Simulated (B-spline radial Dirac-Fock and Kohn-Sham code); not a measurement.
The ion Ir⁺ in the configuration [Xe] 4f14 5d7 6s1. Method: the impulse approximation on the Dirac–Fock momentum density (average of configuration) (computed with a B-spline radial atomic code).

What should this plot look like? The total Compton profile J(pz).

J(0) = 9.34 a.u.⁻¹; the profile falls to half at pz ≈ 2.0 a.u. and is 4.60 at 2 a.u. and 2.86 at 4 a.u. Its area over all pz is the number of electrons, 76.

The computed plot:

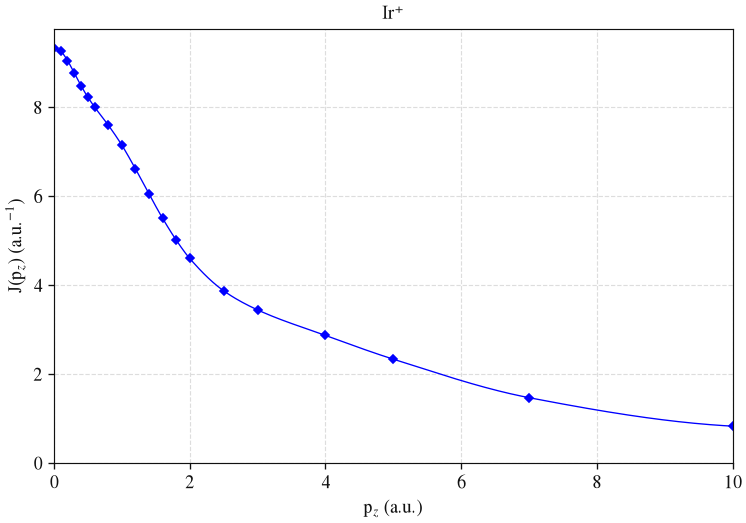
